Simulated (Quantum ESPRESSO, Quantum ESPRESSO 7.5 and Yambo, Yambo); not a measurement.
# Quasiparticle gap of PtSe2 (1T monolayer) in Yambo

How does a plane-wave GW calculation on PtSe2 (1T monolayer) run from the first input to the gap?

Calculated with Quantum ESPRESSO 7.5 and Yambo 5.3.0; PBE and many-body steps on it, plane waves.

**Experimental background.**

- Gap 1.9 ± 0.05 eV: quasiparticle gap from STS, domains aligned with graphene; scanning tunneling spectroscopy; 8.5 K; monolayer (MBE-grown monolayer on epitaxial bilayer graphene, twist angle near 0 deg) on bilayer graphene on SiC(0001) (“Angular dependence of the interlayer coupling at the interface between two dimensional materials 1T-PtSe2 and graphene”, 2023, arxiv:2311.08165).

- Gap 2 ± 0.1 eV: quasiparticle gap of the first layer from STS; scanning tunnelling spectroscopy; 77 K; monolayer (MBE-grown first layer on HOPG) on HOPG (“Precise Layer-Dependent Electronic Structure of MBE-Grown PtSe2”, 2021, arxiv:2105.03334).

- Gap 1.95 ± 0.05 eV: quasiparticle gap of 1 ML from STS, average over islands; scanning tunnelling spectroscopy; monolayer (MBE-grown monolayer islands on bilayer graphene) on bilayer graphene on SiC(0001) (“Atomic-layer controlled THz Spintronic emission from Epitaxially grown Two dimensional PtSe2/ferromagnet heterostructures”, 2023, arxiv:2305.06895).

## (1) Starting point

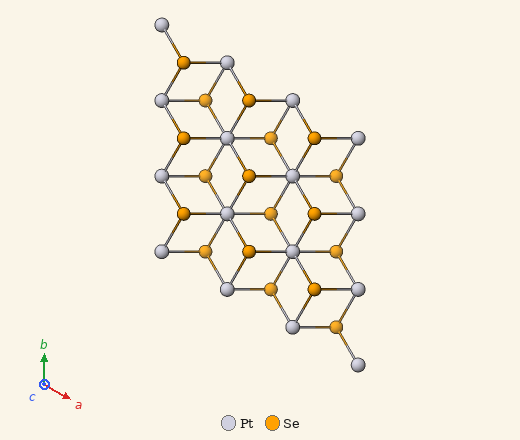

The starting structure, seen from above (platinum light grey, selenium orange). 3×3×1 cells are drawn. Some periodic images of atoms are drawn too.

The cell holds 3 atoms: 1 Pt and 2 Se. Cell: a = 3.853 Å, b = 3.853 Å, c = 15.000 Å, α = 90.0°, β = 90.0°, γ = 120.0°. It derives from  ([{'formula': 'PtSe2', 'spacegroup': 164, 'source': 'prototype of the bulk crystal'}]). Vacuum lies along c.

The start is a generated structure, not a measured one. Spin-orbit coupling is left out unless a step names it.

## (2) Relaxation

This step: Quantum ESPRESSO 7.5; DFT, PBE, plane waves, norm-conserving pseudopotentials.

Gaps follow bond lengths, so the structure is brought to rest first.

pw.in

```
&control
  calculation = 'vc-relax'
  prefix = 'x'
  outdir = 'o'
  pseudo_dir = 'pseudo'
  forc_conv_thr = 4e-4
  nstep = 60
/
&system
  ibrav = 0
  nat = 3
  ntyp = 2
  ecutwfc = 98.89999999999999
  nbnd = 30
  force_symmorphic = .true.
  occupations = 'smearing'
  smearing = 'fd'
  degauss = 0.002
/
&electrons
  conv_thr = 1e-9
  electron_maxstep = 80
  mixing_beta = 0.5
/
&ions
/
&cell
  press_conv_thr = 0.3
  cell_dofree = '2Dxy'
/
ATOMIC_SPECIES
  Pt 195.08 Pt.upf
  Se 78.971 Se.upf
CELL_PARAMETERS angstrom
  3.8527425800 0.0000000000 0.0000000000
  -1.9263712900 3.3365729485 0.0000000000
  0.0000000000 0.0000000000 15.0000000000
ATOMIC_POSITIONS crystal
  Pt 0.0000000000 0.0000000000 0.5000000000
  Se 0.3333333333 0.6666666667 0.6043677216
  Se 0.6666666667 0.3333333333 0.3956322784
K_POINTS automatic
  6 6 1 0 0 0
```

Started as:

```console
> OMP_NUM_THREADS=1 mpirun -n 8 pw.x -nk 8 -in pw.in > pw.out
```

The program printed:

```text
Program PWSCF v.7.5 starts

     This program is part of the open-source Quantum ESPRESSO suite
     for quantum simulation of materials; please cite
         "P. Giannozzi et al., J. Phys.:Condens. Matter 21 395502 (2009);
         "P. Giannozzi et al., J. Phys.:Condens. Matter 29 465901 (2017);
         "P. Giannozzi et al., J. Chem. Phys. 152 154105 (2020);
     in publications or presentations arising from this work. More details at
     Message from routine setup:
     using ibrav=0 with symmetry is DISCOURAGED, use correct ibrav instead

     Message from routine divide_et_impera:
     suboptimal parallelization: some nodes have no k-points

     G-vector sticks info

     bravais-lattice index     =            0
     lattice parameter (alat)  =       7.2806  a.u.
     unit-cell volume          =    1301.2432 (a.u.)^3
     number of atoms/cell      =            3
     number of atomic types    =            2
     number of electrons       =        50.00
     number of Kohn-Sham states=           30
     kinetic-energy cutoff     =      98.9000  Ry
     charge density cutoff     =     395.6000  Ry
     scf convergence threshold =      1.0E-09
     mixing beta               =       0.5000
     number of iterations used =            8  plain     mixing
     energy convergence thresh.=      1.0E-04
     force convergence thresh. =      4.0E-04
     press convergence thresh. =      3.0E-01
     Exchange-correlation= PBE
                           (   1   4   3   4   0   0   0)
     nstep                     =           60

     celldm(1)=   7.280628  celldm(2)=   0.000000  celldm(3)=   0.000000
     celldm(4)=   0.000000  celldm(5)=   0.000000  celldm(6)=   0.000000

     crystal axes: (cart. coord. in units of alat)
               a(1) = (   1.000000   0.000000   0.000000 )
               a(2) = (  -0.500000   0.866025   0.000000 )
               a(3) = (   0.000000   0.000000   3.893330 )

     reciprocal axes: (cart. coord. in units 2 pi/alat)
               b(1) = (  1.000000  0.577350 -0.000000 )
               b(2) = (  0.000000  1.154701  0.000000 )
               b(3) = (  0.000000 -0.000000  0.256850 )
     Pseudo is Norm-conserving + core correction, Zval = 18.0
     Generated using ONCVPSP code by D. R. Hamann
     Using radial grid of 1374 points,  8 beta functions with:
     Pseudo is Norm-conserving + core correction, Zval = 16.0
     Generated using ONCVPSP code by D. R. Hamann
     Using radial grid of 1214 points,  6 beta functions with:
     Pt               18.00   195.08000     Pt( 1.00)
     Se               16.00    78.97100     Se( 1.00)

     12 Sym. Ops., with inversion, found

   Cartesian axes

     site n.     atom                  positions (alat units)
[...]
12 Sym. Ops., with inversion, found

   Cartesian axes

     site n.     atom                  positions (alat units)
         1        Pt     tau(   1) = (   0.0000000  -0.0000000   1.9466652  )
         2        Se     tau(   2) = (  -0.0000000   0.5621350   2.2852893  )
         3        Se     tau(   3) = (   0.4868232   0.2810675   1.6080412  )

     number of k points=     7  Fermi-Dirac smearing, width (Ry)=  0.0020
                       cart. coord. in units 2pi/alat
[...]
k(    6) = (   0.1711778   0.4941478   0.0000000), wk =   0.6666667
        k(    7) = (   0.3423557   0.5929774   0.0000000), wk =   0.1111111

     Dense  grid:   163931 G-vectors     FFT dimensions: (  45,  45, 180)

     Initial potential from superposition of free atoms

     starting charge      49.9997, renormalised to      50.0000
     Starting wfcs are   28 randomized atomic wfcs +    2 random wfcs

     per-process dynamical memory:   131.8 Mb

     Self-consistent Calculation

[...]
total energy              =    -746.21545530 Ry
[...]
iteration # 11     ecut=    98.90 Ry     beta= 0.50

     total energy              =    -746.21545530 Ry
     estimated scf accuracy    <          4.0E-11 Ry

     iteration # 12     ecut=    98.90 Ry     beta= 0.50

     End of self-consistent calculation

          k = 0.0000 0.0000 0.0000 ( 20537 PWs)   bands (ev):

[...]
k =-0.0000 0.1977 0.0000 ( 20453 PWs)   bands (ev):

[...]
k =-0.0000 0.3953 0.0000 ( 20490 PWs)   bands (ev):

[...]
-46.9562 -46.9561 -46.9554 -46.9547 -46.9385 -46.9384 -12.5877 -11.8573
    -4.8941  -4.2183  -4.0927  -3.3484  -2.5045  -1.8411  -0.9428  -0.4720
[...]
k = 0.0000-0.5930 0.0000 ( 20484 PWs)   bands (ev):

     [... further k-points ...]

     the Fermi energy is     1.2976 ev

!    total energy              =    -746.21545530 Ry
     estimated scf accuracy    <          2.9E-12 Ry
     smearing contrib. (-TS)   =      -0.00000000 Ry
     internal energy E=F+TS    =    -746.21545530 Ry

     The total energy is F=E-TS. E is the sum of the following terms:
     one-electron contribution =   -2187.70099970 Ry
     hartree contribution      =    1088.13698898 Ry
     xc contribution           =    -144.31660726 Ry
     ewald contribution        =     497.66516268 Ry

     convergence has been achieved in  12 iterations

     Forces acting on atoms (cartesian axes, Ry/au):

[...]
atom    2 type  2   force =    -0.00000000    0.00000000   -0.00017627
     atom    3 type  2   force =     0.00000000    0.00000000    0.00017627

     Total force =     0.000249     Total SCF correction =     0.000009

     Computing stress (Cartesian axis) and pressure

          total   stress  (Ry/bohr**3)                   (kbar)     P=       -0.14
[...]
-0.00000000  -0.00000089   0.00000000           -0.00       -0.13        0.00
   0.00000000   0.00000000  -0.00000100            0.00        0.00       -0.15

     XML data file, charge density, pseudopotentials, collected wavefunctions

=------------------------------------------------------------------------------=
   JOB DONE.
=------------------------------------------------------------------------------=
```

Elapsed: 2.9 min, on 8 MPI ranks of AMD EPYC 7R43, shared host; peak memory 1.6 GiB.

The steps of the relaxation:

| step | energy less that of the first step (eV) | largest force (eV/Å) | volume (Å³) |
| --- | --- | --- | --- |
| 1 | 0.0000 | 2.4736 | 192.82 |
| 2 | -0.3289 | 2.1140 | 189.56 |
| 3 | -0.6207 | 1.6158 | 186.05 |
| 4 | -0.8804 | 0.6421 | 180.99 |
| 5 | -0.9110 | 0.0574 | 178.42 |
| 6 | -0.9140 | 0.0859 | 179.22 |
| 7 | -0.9154 | 0.1038 | 179.71 |
| 8 | -0.9171 | 0.1015 | 180.25 |
| 9 | -0.9192 | 0.0807 | 181.06 |
| 10 | -0.9211 | 0.0337 | 182.27 |
| 11 | -0.9213 | 0.0045 | 182.80 |
| 12 | -0.9210 | 0.0045 | 182.80 |

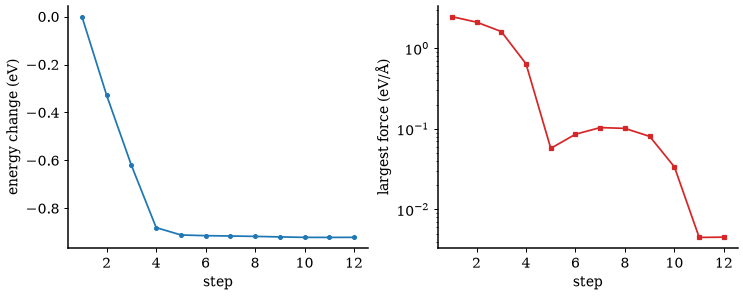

Energy and largest force along the relaxation.

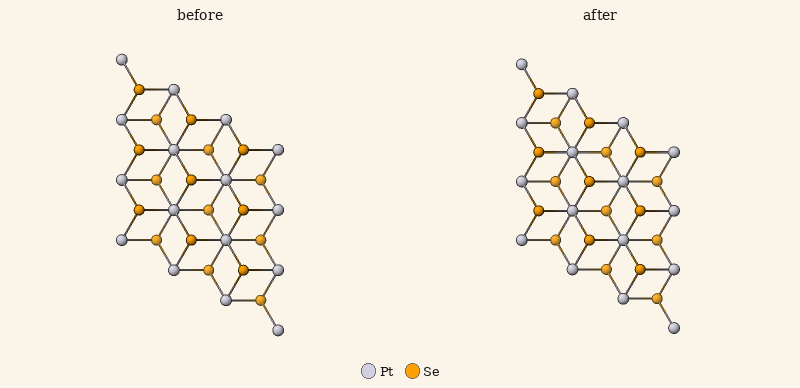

Before and after, at one scale.

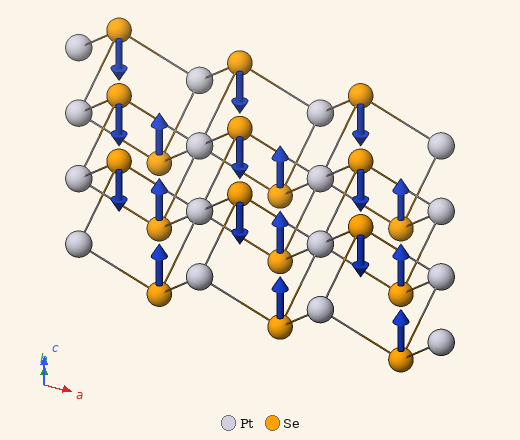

Displacements in the relaxation, exaggerated, measured against the changing cell; the longest in the cell stands for 0.26 Å. 3×3×1 cells are drawn. Some periodic images of atoms are drawn too.

| cell as run | before | after | change |
| --- | --- | --- | --- |
| a (Å) | 3.853 | 3.751 | -2.6 % |
| b (Å) | 3.853 | 3.751 | -2.6 % |

The atoms that moved most (Å, along periodic axes as changes of fractional coordinates times the final cell, across vacuum about the mean position):

| atom | dx | dy | dz | length |
| --- | --- | --- | --- | --- |
| Se2 | 0.000 | 0.000 | -0.261 | 0.261 |
| Se3 | 0.000 | 0.000 | 0.261 | 0.261 |

Final coordinates:

```xyz
3
Lattice="3.7512 0.0000 0.0000 -1.8756 3.2486 0.0000 0.0000 0.0000 15.0000" Properties=species:S:1:pos:R:3
Pt    0.0000    0.0000    7.5000
Se    0.0000    2.1658    8.8046
Se    1.8756    1.0829    6.1954
```

## (3) Ground state

The ground-state density comes first.

pw.in

```
&control
  calculation = 'scf'
  prefix = 'x'
  outdir = 'o'
  pseudo_dir = 'pseudo'
  tprnfor = .true.
  tstress = .true.
/
&system
  ibrav = 0
  nat = 3
  ntyp = 2
  ecutwfc = 104.0
  nbnd = 38
  force_symmorphic = .true.
/
&electrons
  conv_thr = 1e-10
  electron_maxstep = 80
  mixing_beta = 0.5
/
ATOMIC_SPECIES
  Pt 195.08 Pt.upf
  Se 78.971 Se.upf
CELL_PARAMETERS angstrom
  3.7512087407 -0.0000000002 0.0000000000
  -1.8756043702 3.2486420644 0.0000000000
  0.0000000000 0.0000000000 15.0000000000
ATOMIC_POSITIONS crystal
  Pt 0.0000000000 0.0000000000 0.5000000000
  Se 0.3333333333 0.6666666667 0.5869754156
  Se 0.6666666667 0.3333333333 0.4130245844
K_POINTS automatic
  9 9 1 0 0 0
```

The program printed:

```text
[banner, memory and clock lines left out]
Program PWSCF v.7.5 starts

     Message from routine setup:
     using ibrav=0 with symmetry is DISCOURAGED, use correct ibrav instead

     G-vector sticks info

     bravais-lattice index     =            0
     lattice parameter (alat)  =       7.0888  a.u.
     unit-cell volume          =    1233.5619 (a.u.)^3
     number of atoms/cell      =            3
     number of atomic types    =            2
     number of electrons       =        66.00
     number of Kohn-Sham states=           38
     kinetic-energy cutoff     =     104.0000  Ry
     charge density cutoff     =     416.0000  Ry
     scf convergence threshold =      1.0E-10
     mixing beta               =       0.5000
     number of iterations used =            8  plain     mixing
     Exchange-correlation= PBE
                           (   1   4   3   4   0   0   0)

     celldm(1)=   7.088757  celldm(2)=   0.000000  celldm(3)=   0.000000
     celldm(4)=   0.000000  celldm(5)=   0.000000  celldm(6)=   0.000000

     crystal axes: (cart. coord. in units of alat)
               a(1) = (   1.000000  -0.000000   0.000000 )
               a(2) = (  -0.500000   0.866025   0.000000 )
               a(3) = (   0.000000   0.000000   3.998711 )

     reciprocal axes: (cart. coord. in units 2 pi/alat)
               b(1) = (  1.000000  0.577350 -0.000000 )
               b(2) = (  0.000000  1.154701 -0.000000 )
               b(3) = ( -0.000000 -0.000000  0.250081 )
     Pseudo is Norm-conserving + core correction, Zval = 18.0
     Generated using ONCVPSP code by D. R. Hamann
     Using radial grid of 1374 points,  8 beta functions with:
     Pseudo is Norm-conserving + core correction, Zval = 24.0
     Generated using ONCVPSP code by D. R. Hamann
     Using radial grid of 1214 points,  6 beta functions with:
     Pt               18.00   195.08000     Pt( 1.00)
     Se               24.00    78.97100     Se( 1.00)

     12 Sym. Ops., with inversion, found

   Cartesian axes

     site n.     atom                  positions (alat units)
         1        Pt     tau(   1) = (   0.0000000   0.0000000   1.9993555  )
         2        Se     tau(   2) = (  -0.0000000   0.5773503   2.3471451  )
         3        Se     tau(   3) = (   0.5000000   0.2886751   1.6515660  )

     number of k points=    12
                       cart. coord. in units 2pi/alat
        k(    1) = (   0.0000000   0.0000000   0.0000000), wk =   0.0246914
        k(    2) = (   0.0000000   0.1283001   0.0000000), wk =   0.1481481
        k(    3) = (   0.0000000   0.2566001   0.0000000), wk =   0.1481481
        k(    4) = (   0.0000000   0.3849002   0.0000000), wk =   0.1481481
        k(    5) = (   0.0000000   0.5132002   0.0000000), wk =   0.1481481
        k(    6) = (   0.1111111   0.1924501   0.0000000), wk =   0.1481481
        k(    7) = (   0.1111111   0.3207501   0.0000000), wk =   0.2962963
        k(    8) = (   0.1111111   0.4490502   0.0000000), wk =   0.2962963
        k(    9) = (   0.1111111   0.5773503   0.0000000), wk =   0.1481481
        k(   10) = (   0.2222222   0.3849002   0.0000000), wk =   0.1481481
        k(   11) = (   0.2222222   0.5132002   0.0000000), wk =   0.2962963
        k(   12) = (   0.3333333   0.5773503   0.0000000), wk =   0.0493827

     Dense  grid:   176333 G-vectors     FFT dimensions: (  48,  48, 192)

     Initial potential from superposition of free atoms

     starting charge      65.9997, renormalised to      66.0000
     Starting wfcs are   36 randomized atomic wfcs +    2 random wfcs

     per-process dynamical memory:   138.1 Mb

     Self-consistent Calculation

     iteration #  1     ecut=   104.00 Ry     beta= 0.50

     Threshold (ethr) on eigenvalues was too large:
     Diagonalizing with lowered threshold

     total energy              =   -1614.18126236 Ry
     estimated scf accuracy    <       0.31979307 Ry

     iteration #  2     ecut=   104.00 Ry     beta= 0.50

     total energy              =   -1614.23518448 Ry
     estimated scf accuracy    <       0.57636714 Ry

     iteration #  3     ecut=   104.00 Ry     beta= 0.50

     total energy              =   -1614.32208853 Ry
     estimated scf accuracy    <       0.00487890 Ry

     iteration #  4     ecut=   104.00 Ry     beta= 0.50

     total energy              =   -1614.32234869 Ry
     estimated scf accuracy    <       0.00096399 Ry

     iteration #  5     ecut=   104.00 Ry     beta= 0.50

     total energy              =   -1614.32241081 Ry
     estimated scf accuracy    <       0.00001716 Ry

     iteration #  6     ecut=   104.00 Ry     beta= 0.50

     total energy              =   -1614.32241553 Ry
     estimated scf accuracy    <       0.00000352 Ry

     iteration #  7     ecut=   104.00 Ry     beta= 0.50

     total energy              =   -1614.32241647 Ry
     estimated scf accuracy    <       0.00000059 Ry

     iteration #  8     ecut=   104.00 Ry     beta= 0.50

     total energy              =   -1614.32241650 Ry
     estimated scf accuracy    <       0.00000007 Ry

     iteration #  9     ecut=   104.00 Ry     beta= 0.50

     total energy              =   -1614.32241652 Ry
     estimated scf accuracy    <          8.0E-09 Ry

     iteration # 10     ecut=   104.00 Ry     beta= 0.50

     End of self-consistent calculation

          k = 0.0000 0.0000 0.0000 ( 22125 PWs)   bands (ev):

  -207.1274-207.1274-146.6148-146.6148-146.6147-146.6147-146.5687-146.5687
   -97.9356 -52.0852 -52.0852 -52.0081 -46.7891 -46.7891 -46.7876 -46.7876
   -46.7472 -46.7472 -46.7444 -46.7444 -46.7317 -46.7314 -13.3340 -11.5590
    -4.4340  -4.4340  -4.3839  -2.1851  -2.1851  -0.6046   0.0281   0.5605
     0.5605   3.5221   3.5221   4.9117   5.8464   6.0551

          k = 0.0000 0.1283 0.0000 ( 22166 PWs)   bands (ev):

  -207.1274-207.1274-146.6148-146.6148-146.6147-146.6147-146.5687-146.5687
   -97.9356 -52.0862 -52.0855 -52.0080 -46.7890 -46.7890 -46.7878 -46.7876
   -46.7471 -46.7469 -46.7447 -46.7445 -46.7317 -46.7314 -13.2064 -11.5704
    -4.4475  -4.3560  -4.2586  -2.3783  -2.2767  -1.0207   0.2421   0.5027
     0.5544   2.7643   3.3448   5.2673   6.0610   6.4050

          k = 0.0000 0.2566 0.0000 ( 22134 PWs)   bands (ev):

  -207.1274-207.1274-146.6148-146.6148-146.6148-146.6147-146.5687-146.5687
   -97.9356 -52.0887 -52.0862 -52.0078 -46.7888 -46.7886 -46.7882 -46.7876
   -46.7467 -46.7464 -46.7454 -46.7447 -46.7315 -46.7313 -12.8541 -11.6031
    -4.4360  -4.1701  -3.9578  -3.0475  -2.4074  -1.5162   0.1907   0.3294
     0.4558   1.9566   3.1398   5.9230   6.2947   6.6704

          k = 0.0000 0.3849 0.0000 ( 22140 PWs)   bands (ev):

     [... further k-points ...]

     highest occupied, lowest unoccupied level (ev):     0.5605    1.9566

!    total energy              =   -1614.32241652 Ry
     estimated scf accuracy    <          3.4E-11 Ry

     The total energy is the sum of the following terms:
     one-electron contribution =   -4371.14609562 Ry
     hartree contribution      =    2118.60437040 Ry
     xc contribution           =    -162.83942829 Ry
     ewald contribution        =     801.05873700 Ry

     convergence has been achieved in  10 iterations

     Forces acting on atoms (cartesian axes, Ry/au):

     atom    1 type  1   force =     0.00000000    0.00000000    0.00000000
     atom    2 type  2   force =     0.00000000    0.00000000   -0.00038699
     atom    3 type  2   force =     0.00000000    0.00000000    0.00038699

     Total force =     0.000547     Total SCF correction =     0.000113
     SCF correction compared to forces is large: reduce conv_thr to get better values

     Computing stress (Cartesian axis) and pressure

          total   stress  (Ry/bohr**3)                   (kbar)     P=        0.23
   0.00000108   0.00000000   0.00000000            0.16        0.00        0.00
   0.00000000   0.00000108   0.00000000            0.00        0.16        0.00
   0.00000000   0.00000000   0.00000252            0.00        0.00        0.37

     XML data file, charge density, pseudopotentials, collected wavefunctions
```

It took 42 s on 8 MPI ranks; peak memory 1.7 GiB.

This step gave:

```yaml
total_energy: -21963.9754 eV
gap: 1.396 eV
k_of_the_valence_top: 0, 0, 0
k_of_the_conduction_bottom: 0, 0.2222, 0
least_direct_gap: 1.501 eV
pressure: 0.023 GPa
```

The gap is indirect, with the least direct gap 0.10 eV higher.

With these pseudopotential files and this cutoff the stress is not reliable, so the pressure is no result.

(Part 1 of 3 ends here.)

[Paths, hosts, dates, memory and timing lines, banners, echoed tables and standing remarks are left out of the program output.]

[Logs are printed without paths, hosts, clocks, repeated set-up lines and the standing remarks that a program may print on its own settings, such as how far it seeks lower states.]

[Runs of the session that timed out or met a known fault of the program may be left out.]

[Hosts, paths, dates, database ids (printed as entryN), source tags and the programs' standing remarks are cut or masked in the printed files.]
